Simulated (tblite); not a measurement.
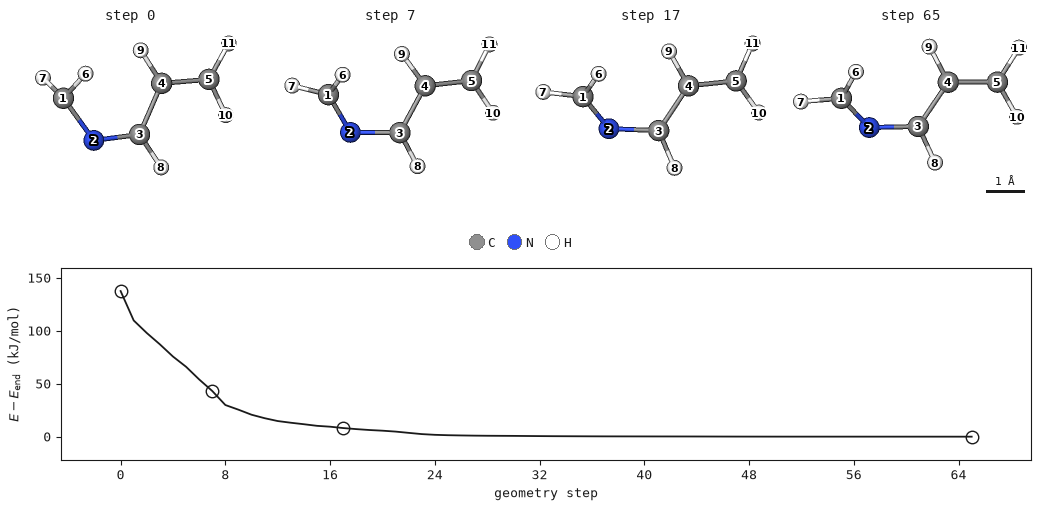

Frames of a relaxation of C₄H₆N (multiplicity 2), marked on the history of the run. A ball-and-stick model, seen at a tilt.

Theory: GFN2-xTB geometry optimisation, gas phase in tblite 0.8.0. 

Q: Describe the path.

A: H7 moves most after the best rigid fit: 1.05 Å. Largest moves by element: H 1.05 Å, N 0.45 Å, C 0.24 Å. Among the contacts that change: C1–N2 1.458 → 1.275 Å, C3–C4 1.471 → 1.413 Å, N2–C3 1.296 → 1.317 Å, C3–H8 1.099 → 1.082 Å. Bond angles that change, for instance: N2–C1–H6 111.4° → 124.1°, C1–N2–C3 122.5° → 130.8°, C3–C4–C5 116.9° → 123.9°. Groups turn about N2–C3 by about 30°. After 65 geometry steps the energy has fallen by 137.6 kJ/mol. The run took 0.22 s on 1 thread of Arm Neoverse V1 (shared host). From step 0 to 7: H7 moves most (0.40 Å), energy −94.4 kJ/mol. From step 7 to 17: H7 moves most (0.38 Å), energy −35.0 kJ/mol. From step 17 to 65: H7 moves most (0.31 Å), energy −8.14 kJ/mol.

```csv
step,"E − E(0), kJ/mol"
0,0.00
1,-27.78
2,-39.65
3,-50.35
4,-61.88
5,-71.55
6,-83.50
7,-94.42
8,-107.66
9,-112.08
10,-116.83
13,-124.41
16,-128.15
19,-131.28
22,-133.97
24,-135.82
27,-136.59
30,-136.83
33,-137.11
36,-137.25
39,-137.32
42,-137.37
45,-137.44
48,-137.51
51,-137.54
53,-137.54
56,-137.55
59,-137.55
62,-137.56
65,-137.57
```
